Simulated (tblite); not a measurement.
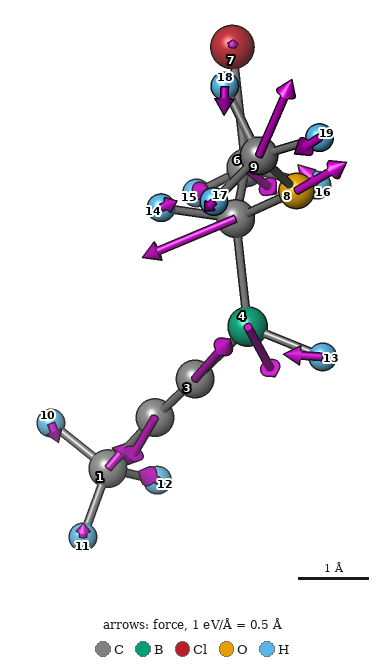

Starting geometry of C₆H₁₀BClO with the computed forces as purple arrows. A ball-and-stick model, seen from a free direction.

Computed with GFN2-xTB geometry optimisation, gas phase (tblite). 

What follows when this structure is relaxed?

Answer. It isn't relaxed: the largest force vector, on a C atom, is 2.99 eV/Å. The final displacements have little in common with the starting forces (cosine between the two patterns 0.09). The Cl atom moves most after the best rigid fit: 1.13 Å. Largest moves by element: Cl 1.13 Å, H 1.07 Å, C 0.46 Å, O 0.40 Å, B 0.31 Å. Near-neighbour distances that change, for instance: B–C 1.559 → 1.491 Å, C–O 1.363 → 1.417 Å, B–H 1.220 → 1.167 Å, C–H 1.137 → 1.089 Å. Bond angles that change, for instance: H–C–H 102.3° → 109.1°, O–C–H 116.5° → 111.3°, C–C–H 105.6° → 110.6°. Groups turn about C–O by about 50°, C–C by about 30°. Over 135 geometry steps the energy falls by 0.720 eV.
